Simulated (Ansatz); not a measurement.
**Run report: C$_{3}$H$_{7}$FSn, single-point calculation**

- system: C$_{3}$H$_{7}$FSn
- method: RKS wB97M-V/def2-TZVPP (Ansatz 0.2.0)

The geometry comes from this level: PBE0-D4/def2-TZVP. Figures and captions count atoms from 1; the log counts them from 0 in places.

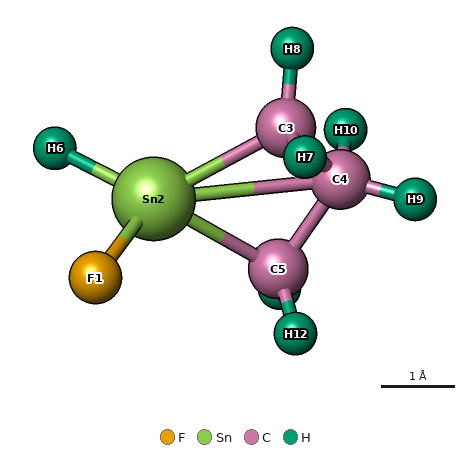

The structure (ball-and-stick view, seen at a tilt; atoms are numbered from 1 in the order of the input). Sticks mark near contacts. Bond lengths as drawn: C–C 1.55 Å, C–H 1.09 Å, C–Sn 2.16 to 2.62 Å, F–Sn 1.93 Å and H–Sn 1.71 Å.

Input file:
```yaml
crystal:
  periodic: [false, false, false]
  atoms:
    - {symbol: F, position_ang: [-2.588142, -0.827793, 1.176883]}
    - {symbol: Sn, position_ang: [-1.174694, 0.436530, 0.793333]}
    - {symbol: C, position_ang: [0.783046, -0.461181, 0.901662]}
    - {symbol: C, position_ang: [1.017868, -0.030237, -0.563612]}
    - {symbol: C, position_ang: [-0.374326, 0.196783, -1.194705]}
    - {symbol: H, position_ang: [-1.724659, 1.866769, 1.545825]}
    - {symbol: H, position_ang: [0.650490, -1.540355, 1.005610]}
    - {symbol: H, position_ang: [1.528399, -0.125928, 1.620705]}
    - {symbol: H, position_ang: [1.618663, -0.754960, -1.122781]}
    - {symbol: H, position_ang: [1.573519, 0.911791, -0.574731]}
    - {symbol: H, position_ang: [-0.435691, 0.990700, -1.936928]}
    - {symbol: H, position_ang: [-0.797573, -0.717117, -1.617359]}
basis:
  gaussian: {orbitals: def2-TZVPP}
hamiltonian: {xc: {name: wB97M-V}}
output: {forces: true, orbitals: {seedname: orbitals}}
```

Launched with:
```bash
ansatz run in.yaml --threads 4 --pin off --events-out ev --progress --plain --max-ram 10444MiB
```

Log:
```
Functional definition: wB97M-V
  name "wB97M-V"
  cite "Mardirossian & Head-Gordon, J. Chem. Phys. 144, 214110 (2016) doi:10.1063/1.4952647"
  cite "Becke, J. Chem. Phys. 107, 8554 (1997) doi:10.1063/1.475007"
  cite "Vydrov & Van Voorhis, J. Chem. Phys. 133, 244103 (2010) doi:10.1063/1.3521275"
  # Of w^i u^j: cxij and so on, Table III.
  parameter omega = 0.3/bohr
  parameter cx = 0.15
  parameter cx01 = 1.007
  parameter cx10 = 0.259
  parameter css00 = 0.443
  parameter css04 = -1.437
  parameter css10 = -4.535
  parameter css20 = -3.390
  parameter css43 = 4.278
  parameter cos00 = 1.000
  parameter cos10 = 1.358
  parameter cos20 = 2.924
  parameter cos21 = -8.812
  parameter cos60 = -1.390
  parameter cos61 = 9.142
  parameter b = 6.0
  parameter c = 0.01
  gx(w, u) = 1 - cx + cx01*u + cx10*w
  gss(w, u) = css00 + css04*u^4 + css10*w + css20*w^2 + css43*w^4*u^3
  gos(w, u) = cos00 + cos10*w + (cos20 + cos21*u)*w^2 + (cos60 + cos61*u)*w^6
  exchange = spin_sum(e_x_unif_sr(omega)*gx(b97_w, b97_u_x)) + cx*exact_x_sr(omega) + exact_x_lr(omega)
  correlation = spin_sum(e_c_pw_mod_same_spin*gss(b97_w, b97_u_same))
      + integral(e_c_pw_mod_opposite_spin*gos(b97_w_opposite, b97_u_opposite)) + vv10(b, c)
1541 factors; their error is unknown
374 factors; integrals over basis functions are off by at most 6.9e-6 eV
mean field evaluation 1: about -11763.8144 eV, gradient 6.3e1 eV
mean field evaluation 2: about -11763.5365 eV, gradient 6.9e1 eV
mean field evaluation 4: about -11772.1326 eV, gradient 3.2e0 eV
mean field evaluation 8: about -11772.1620 eV, gradient 4.0e-2 eV
mean field evaluation 16: about -11772.1840 eV, gradient 1.3e-4 eV
mean field -11772.18400805 eV, -432.6197828228 hartree, gradient 5.1e-5 eV, S^2 0.000000; 0 other end points of the search recorded, 0 dependent functions left out
the calculation of the forces begins
reference -11772.18406844 eV, -432.6197850422 hartree; 28, 28 occupied and 244, 244 virtual orbitals, 1541 factors
Total energy: -11772.18406844 eV, -432.6197850422 hartree
Atom 0 at    -2.588142    -0.827793     1.176883 Å, force    -0.011895    -0.007754     0.004123 eV/Å
Atom 1 at    -1.174694     0.436530     0.793333 Å, force     0.067899     0.078165    -0.012963 eV/Å
Atom 2 at     0.783046    -0.461181     0.901662 Å, force    -0.089106    -0.031130     0.213545 eV/Å
Atom 3 at     1.017868    -0.030237    -0.563612 Å, force     0.272628    -0.010121    -0.154684 eV/Å
Atom 4 at    -0.374326     0.196783    -1.194705 Å, force    -0.225193     0.046639    -0.034095 eV/Å
Atom 5 at    -1.724659     1.866769     1.545825 Å, force     0.055042    -0.123783    -0.069222 eV/Å
Atom 6 at     0.650490    -1.540355     1.005610 Å, force     0.021502     0.081257    -0.021525 eV/Å
Atom 7 at     1.528399    -0.125928     1.620705 Å, force    -0.056008    -0.031218    -0.069458 eV/Å
Atom 8 at     1.618663    -0.754960    -1.122781 Å, force    -0.053559     0.068302     0.051077 eV/Å
Atom 9 at     1.573519     0.911791    -0.574731 Å, force    -0.045621    -0.064131     0.005114 eV/Å
Atom 10 at    -0.435691     0.990700    -1.936928 Å, force     0.015196    -0.071763     0.059558 eV/Å
Atom 11 at    -0.797573    -0.717117    -1.617359 Å, force     0.049115     0.065539     0.028531 eV/Å
Dipole moment:     0.481592     0.343260    -0.158147 e Å
```

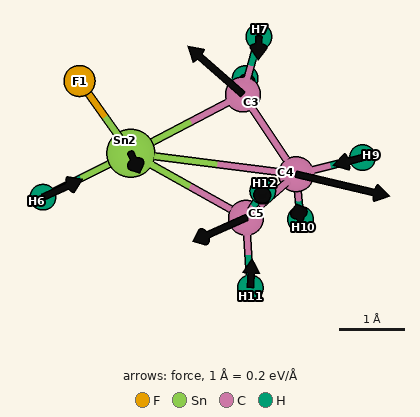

Forces on the atoms as black arrows (ball-and-stick view, seen at a tilt; atoms are numbered from 1 in the order of the input); the smallest are left out. The largest act on C4 (0.31 eV/Å); C3, C5 (0.23 eV/Å); H6 (0.15 eV/Å); Sn2 (0.10 eV/Å), among others. The geometry is not a stationary point of this energy.

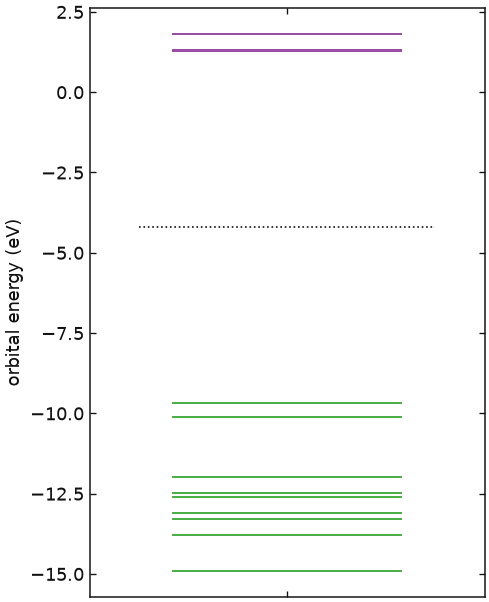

Orbital energies near the frontier; the dotted line parts filled from empty levels, and levels within 0.02 eV of each other stand side by side. Highest filled −9.69 eV, lowest empty 1.29 eV, 10.98 eV apart.

Results in brief:

| quantity | value |
| --- | --- |
| outcome | converged |
| total energy | −11772.1841 eV |
| SCF solution under orbital rotations | stable |
| HOMO | −9.69 eV |
| LUMO | 1.29 eV |
| largest force (length of the vector) | 0.314 eV/Å |
| dipole moment | 2.94 D |
| hardware | 4 threads of Arm Neoverse V2, 23 GiB of memory available, shared host |
| wall time | 14 s (CPU time 51 s) |
| peak memory | 1.1 GiB |
